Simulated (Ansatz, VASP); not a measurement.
# NbSi: VASP beside Ansatz, part 2 of 2

Aim: how closely do two programs agree when they are given the same cell, functional and k mesh? The cell is invented: As first built, before any earlier steps moved the atoms: it takes the WC structure with all of its atoms replaced by other elements, volume scaled by an estimate. It may not be a known or stable phase. The cell comes out of the VASP series on this material, whose earlier steps may have relaxed, scaled or displaced it; both programs get it as it stands.

VASP 6.6.1 and Ansatz 0.2.0.

So far. Step 3 (VASP: band structure, PBE): The run ends at a pressure of -0.36 GPa. Step 5 (VASP: band structure, PBEsol): The run ends at a pressure of -4.81 GPa.

### 6. Ansatz: band structure, PBEsol

Level of this step: Ansatz beside VASP: Kohn-Sham DFT, plane waves, PBEsol (Ansatz).

The same cell, functional, mesh and smearing now go to Ansatz, which takes its cutoff from its data sets.

The cell comes out of the VASP series on this material, whose earlier steps may have relaxed, scaled or displaced it; both programs get it as it stands.

File input.yaml:

```yaml
crystal:
  lattice:
    - [3.0335601418, -2.43e-08, 0.0]
    - [-1.51678064, 2.6271406017, 0.0]
    - [0.0, 0.0, 4.0525052525]
  atoms:
    - { symbol: Nb, position: [0.0, 0.0, 0.0] }
    - { symbol: Si, position: [0.66666667, 0.33333333, 0.5] }
hamiltonian:
  xc: pbesol
  pseudopotentials: { kind: paw }
kpoints:
  mp_grid: { grid: [5, 5, 4] }
  band_path:
    path:
      - [0.0, 0.0, 0.0]
      - [0.13333, 0.0, 0.0]
      - [0.3, 0.0, 0.0]
      - [0.46667, 0.0, 0.0]
      - [0.46667, 0.06667, 0.0]
      - [0.41111, 0.17778, 0.0]
      - [0.35556, 0.28889, 0.0]
      - [0.28889, 0.28889, 0.0]
      - [0.17778, 0.17778, 0.0]
      - [0.06667, 0.06667, 0.0]
      - [0.0, 0.0, 0.03333]
      - [0.0, 0.0, 0.2]
      - [0.0, 0.0, 0.36667]
      - [0.0, 0.0, 0.5]
      - [0.16667, 0.0, 0.5]
      - [0.3, 0.0, 0.5]
      - [0.46667, 0.0, 0.5]
      - [0.46667, 0.06667, 0.5]
      - [0.41111, 0.17778, 0.5]
      - [0.35556, 0.28889, 0.5]
      - [0.28889, 0.28889, 0.5]
      - [0.17778, 0.17778, 0.5]
      - [0.06667, 0.06667, 0.5]
      - [0.5, 0.0, 0.46667]
      - [0.5, 0.0, 0.3]
      - [0.5, 0.0, 0.13333]
      - [0.33333, 0.33333, 0.0]
      - [0.33333, 0.33333, 0.16667]
      - [0.33333, 0.33333, 0.33333]
      - [0.33333, 0.33333, 0.5]
    npoints: 1
scf:
  occupations: { method: gaussian, width: 0.02 }
  n_extra_bands: 7
output:
  forces: true
  stress: true
  eigenvalues: true
```

Command:

```bash
$ ansatz run input.yaml --threads 2 --pin off --max-ram 4608MiB --backend cpu --events-out ev --progress --plain --runs-dir out
```

Numbers of over 12 decimals in the logs are rounded to 6 here.

The log of the run:

```text
[...]
Crystal: 2 atoms, lattice volume = 32.297 Å³
Basis set: ecut = 420 eV, 613 PW (Γ), exchange–correlation on 48×48×60 points (8 copies of the dense FFT grid, shifted against one another)
Bands: 16, of which v1, the nominal top of the filled ones, is band 9 counted from 1 (8 counted from 0)
Symmetry: 12 space group operations
[...]
k-point 0: bands = [... 5 lower, 11.2290, 13.1412, 14.4636, 14.4636, 16.8027, 16.8027, 21.7331, 22.0116, ... 3 higher]
  k-point 1: bands = [... 5 lower, 9.8739, 13.5334, 14.5836, 14.5836, 16.3412, 16.3412, 22.0407, 22.0407, ... 3 higher]
  k-point 2: bands = [... 5 lower, 8.4216, 13.8795, 14.7195, 14.7195, 15.9614, 15.9614, 21.6320, 21.6320, ... 3 higher]
  k-point 14: bands = [... 5 lower, 10.3298, 11.5201, 12.8429, 14.0840, 15.6057, 18.8122, 19.6702, 19.7999, ... 3 higher]
[key lines of the parts left out:]
SCF converged after 6 iterations
Free energy (F): -5117.759277 eV
Fermi energy:    14.553343 eV
P = ⅓ Tr σ = -4.3857 GPa (-43.857 kbar)
```

It took 3.2 s on 2 threads of Arm Neoverse N1, shared host; peak memory 0.27 GiB; 3.9 s of CPU time.

### 7. Side by side

What differs besides the data sets and the points named for the pairs above, as far as they apply: Ansatz makes its cores anew for this functional, VASP keeps those of its PBE data sets. Total energies have different zeros and are not compared.

Both answers:

```csv
quantity,Ansatz,VASP,difference
pressure (GPa),-4.39,-4.81,+0.43
```

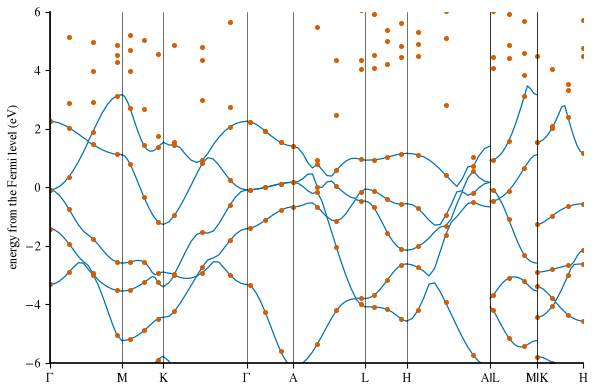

Bands from VASP (lines) and levels from Ansatz (dots). Dots without a line are higher empty bands that the VASP plot leaves out.

Levels from 3 eV below to 2 eV above the Fermi level differ by 3 meV r.m.s. and 9 meV at most; each VASP level is matched to the nearest of Ansatz, which flatters the figure a little.

### 8. VASP: band structure, r2SCAN

The same path points are solved in both programs, so levels can be compared one by one.

File INCAR:

```
SYSTEM = NbSi
PREC = Accurate
ENCUT = 400
EDIFF = 1E-06
NELM = 100
ISMEAR = 0
SIGMA = 0.02
LREAL = .FALSE.
ALGO = Normal
METAGGA = R2SCAN
LASPH = .TRUE.
LORBIT = 11
LWAVE = .FALSE.
LCHARG = .FALSE.
KPAR = 4
```

File POSCAR:

```
NbSi
1.0
    3.0335601418     -0.0000000243      0.0000000000
   -1.5167806400      2.6271406017      0.0000000000
    0.0000000000      0.0000000000      4.0525052525
Nb Si
1 1
Direct
    0.0000000000      0.0000000000      0.0000000000
    0.6666666700      0.3333333300      0.5000000000
```

File KPOINTS:

```
Automatic mesh
0
Gamma
5 5 4
0 0 0
```

File KPOINTS_OPT:

```
Line mode
16
Line-mode
Reciprocal
  0.00000000   0.00000000   0.00000000 GAMMA
  0.50000000   0.00000000   0.00000000 M

  0.50000000   0.00000000   0.00000000 M
  0.33333333   0.33333333   0.00000000 K

  0.33333333   0.33333333   0.00000000 K
  0.00000000   0.00000000   0.00000000 GAMMA

  0.00000000   0.00000000   0.00000000 GAMMA
  0.00000000   0.00000000   0.50000000 A

  0.00000000   0.00000000   0.50000000 A
  0.50000000   0.00000000   0.50000000 L

  0.50000000   0.00000000   0.50000000 L
  0.33333333   0.33333333   0.50000000 H

  0.33333333   0.33333333   0.50000000 H
  0.00000000   0.00000000   0.50000000 A

  0.50000000   0.00000000   0.50000000 L
  0.50000000   0.00000000   0.00000000 M

  0.33333333   0.33333333   0.00000000 K
  0.33333333   0.33333333   0.50000000 H
```

Potentials, in the order of the species: Nb_sv and Si (PBE family, release 64).

Command:

```bash
$ mpirun -np 4 vasp_std
```

The log of the run:

```text
[banner, memory and clock lines left out]
running    4 mpi-ranks, on    1 nodes
[...]
[... a notice as in an earlier step ...]

 LDA part: xc-table for (None), standard interpolation
 POSCAR, INCAR and KPOINTS ok, starting setup
[...]
entering main loop
       N       E                     dE             d eps       ncg     rms          rms(c)
DAV:   1     0.908354004132E+02    0.90835E+02   -0.77691E+03   360   0.113E+03
DAV:   2    -0.339942465577E+02   -0.12483E+03   -0.12026E+03   432   0.390E+02
DAV:   3    -0.410805535017E+02   -0.70863E+01   -0.68352E+01   584   0.711E+01
DAV:   4    -0.414375240897E+02   -0.35697E+00   -0.35340E+00   520   0.145E+01
[...]
DAV:  11    -0.342654597219E+02   -0.52663E-04   -0.71852E-05   548   0.100E-01    0.254E-02
DAV:  12    -0.342654729876E+02   -0.13266E-04   -0.91160E-06   468   0.369E-02    0.591E-03
DAV:  13    -0.342654737580E+02   -0.77032E-06   -0.71187E-07   284   0.110E-02
   1 F= -.34265474E+02 E0= -.34265106E+02  d E =-.735484E-03
 Start KPOINTS_OPT (optional k-point list driver)
k-point batch [1-15\144]
       N       E                     dE             ncg
DAV:   1    -0.320599452715E+03   -0.44424E+04      360
DAV:   2    -0.232254290896E+04   -0.20019E+04      424
DAV:   3    -0.242542718086E+04   -0.10288E+03      564
DAV:   4    -0.242937090722E+04   -0.39437E+01      488
DAV:   5    -0.242960370097E+04   -0.23279E+00      604
DAV:   6    -0.242960940345E+04   -0.57025E-02      496
DAV:   7    -0.242960953228E+04   -0.12883E-03      572
DAV:   8    -0.242960953604E+04   -0.37607E-05      356
DAV:   9    -0.242960953633E+04   -0.28469E-06      348
[...]
k-point batch [136-144\144]
       N       E                     dE             ncg
DAV:   1     0.322770193602E+04   -0.65477E+04      224
DAV:   2     0.235304787796E+04   -0.87465E+03      248
DAV:   3     0.231146655215E+04   -0.41581E+02      344
DAV:   4     0.231026455399E+04   -0.12020E+01      284
DAV:   5     0.231016606574E+04   -0.98488E-01      400
DAV:   6     0.231016510080E+04   -0.96494E-03      284
DAV:   7     0.231016509107E+04   -0.97287E-05      284
DAV:   8     0.231016509075E+04   -0.31951E-06      204
```

OUTCAR, selected parts (step 8):

```text
  Total       -0.6176943     -0.6176945      0.1481084      0.0000001      0.0000000      0.0000000
  in kB      -30.6425330    -30.6425434      7.3473526      0.0000069      0.0000000      0.0000000
  external PRESSURE =     -17.9792413 kB  Pullay stress =       0.0000000 kB

 POSITION                                       TOTAL-FORCE (eV/Angst)
 -----------------------------------------------------------------------------------
      0.00000      0.00000      0.00000        -0.000000      0.000000      0.000000
      1.51678      0.87571      2.02625         0.000000     -0.000000      0.000000
 -----------------------------------------------------------------------------------
    total drift:                               -0.000005     -0.000003      0.000000

  FREE ENERGIE OF THE ION-ELECTRON SYSTEM (eV)
  ---------------------------------------------------
  free  energy   TOTEN  =       -34.2654737580 eV

  energy  without entropy=      -34.2647382739  energy(sigma->0) =      -34.26510602

[... 2 parts as in an earlier step ...]

[... 1 further part left out ...]
[key lines of the parts left out:]
E-fermi :  10.8111
```

The run ends at a pressure of -1.80 GPa.

### 9. Ansatz: band structure, r2SCAN

The same cell, functional, mesh and smearing now go to Ansatz, which takes its cutoff from its data sets.

The cell comes out of the VASP series on this material, whose earlier steps may have relaxed, scaled or displaced it; both programs get it as it stands.

Changes to input.yaml since step 6:

```diff
@@ -9,3 +9,3 @@
 hamiltonian:
-  xc: pbesol
+  xc: r2scan
   pseudopotentials: { kind: paw }
@@ -53 +53,5 @@
   eigenvalues: true
+  write_density: true
+  write_potential: true
+  elf: true
+  volumetric_format: npy
```

Command:

```bash
$ ansatz run input.yaml --threads 2 --pin off --max-ram 4608MiB --backend cpu --events-out ev --progress --plain --runs-dir out
```

The log of the run:

```text
[...]
Crystal: 2 atoms, lattice volume = 32.297 Å³
Basis set: ecut = 500 eV, 855 PW (Γ), exchange–correlation on 96×96×120 points (64 copies of the dense FFT grid, shifted against one another)
Bands: 16, of which v1, the nominal top of the filled ones, is band 9 counted from 1 (8 counted from 0)
Symmetry: 12 space group operations
[...]
k-point 0: bands = [... 5 lower, 11.1797, 13.0235, 14.6273, 14.6273, 17.1051, 17.1051, 22.3492, 22.6369, ... 3 higher]
  k-point 1: bands = [... 5 lower, 9.6732, 13.5900, 14.7546, 14.7546, 16.6199, 16.6199, 22.6684, 22.6684, ... 3 higher]
  k-point 2: bands = [... 5 lower, 8.1406, 14.0238, 14.8987, 14.8987, 16.2204, 16.2204, 22.2222, 22.2222, ... 3 higher]
  k-point 14: bands = [... 5 lower, 10.1541, 11.4217, 12.7950, 14.0733, 15.8756, 19.2593, 20.0191, 20.2462, ... 3 higher]
[key lines of the parts left out:]
SCF converged after 7 iterations
Free energy (F): -5203.346263 eV
Fermi energy:    14.730404 eV
P = ⅓ Tr σ = -1.3782 GPa (-13.782 kbar)
```

Run time: 5.7 s. Hardware: 2 threads; peak memory 0.35 GiB; 8 s of CPU time.

### 10. Comparison

What differs besides the data sets and the points named for the pairs above, as far as they apply: VASP keeps PBE cores, Ansatz makes them for the functional; the cutoff is 500 eV in Ansatz and 400 eV in VASP. Total energies have different zeros and are not compared.

The two programs side by side:

```csv
quantity,Ansatz,VASP,difference
pressure (GPa),-1.38,-1.80,+0.42
```

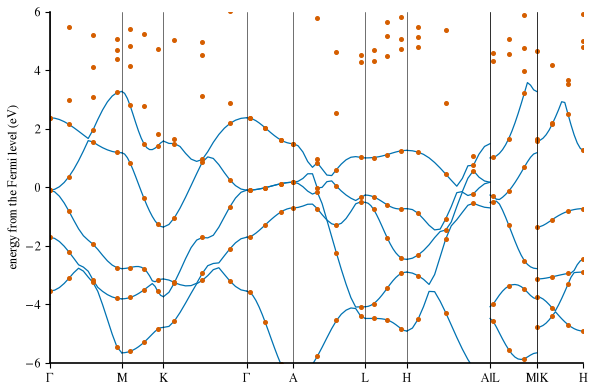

Bands from VASP (lines) and levels from Ansatz (dots). Dots without a line are higher empty bands that the VASP plot leaves out.

Levels from 3 eV below to 2 eV above the Fermi level differ by 2 meV r.m.s. and 6 meV at most; each VASP level is matched to the nearest of Ansatz, which flatters the figure a little. Ansatz's pressure holds a Pulay correction of 0.06 GPa; VASP's holds none.

### 11. Results

* r.m.s. difference of levels near the Fermi level (band structure, PBE): 3.2 meV
* difference in pressure (band structure, PBE): 0.58 GPa
* r.m.s. difference of levels near the Fermi level (band structure, PBEsol): 2.9 meV
* r.m.s. difference of levels near the Fermi level (band structure, r2SCAN): 2.3 meV

**Reading.** The difference in pressure is 0.58 GPa (band structure, PBE), within the 1 GPa picked in this series as the mark of a large difference. 2 further runs on this material are not shown. How closely two codes agree says nothing of how well the functional describes the real material.

[Lines on the potential files, build, host, timing and source positions are cut from VASP's logs without a mark.]

[Logs are printed without paths, hosts, clocks, repeated set-up lines and the standing remarks that a program may print on its own settings, such as how far it seeks lower states.]

[Hosts, paths, dates, database ids (printed as entryN), source tags and the programs' standing remarks are cut or masked in the printed files.]
